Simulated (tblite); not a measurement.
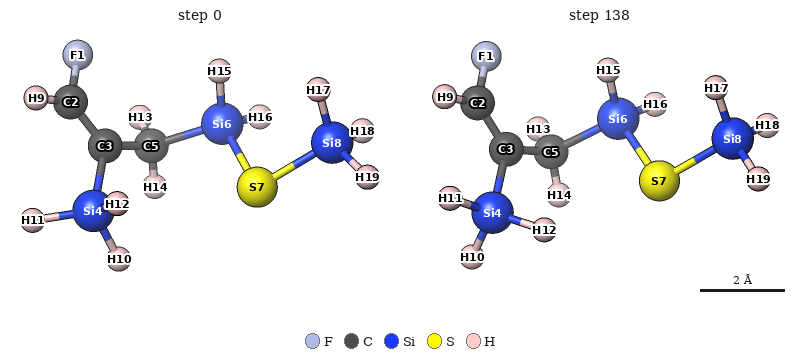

The structure of C₃H₁₁FSSi₃ before (left) and after (right) a relaxation, at one scale.

Style: ball-and-stick. Shown from a free direction.

Method: tblite 0.8.0, GFN2-xTB geometry optimisation, gas phase. 

> Describe what moved and what it gained.

The energy falls by 18.5 kJ/mol in 138 geometry steps. H12 moves most after the best rigid fit: 1.15 Å. Largest moves by element: H 1.15 Å, F 0.22 Å, S 0.21 Å, C 0.18 Å, Si 0.17 Å. Among the contacts that change: C2–C3 1.351 → 1.323 Å, Si8–H19 1.477 → 1.451 Å, Si4–H10 1.488 → 1.466 Å, Si4–H11 1.485 → 1.464 Å. Among the angles between lasting bonds that change: Si6–S7–Si8 95.0° → 103.1°, S7–Si8–H19 108.5° → 103.1°, C3–C5–Si6 116.5° → 111.2°. Groups turn about C3–Si4 by about 45°. Cost: 1.9 s on 1 thread of Intel(R) Xeon(R) CPU @ 2.60GHz, on a shared host.
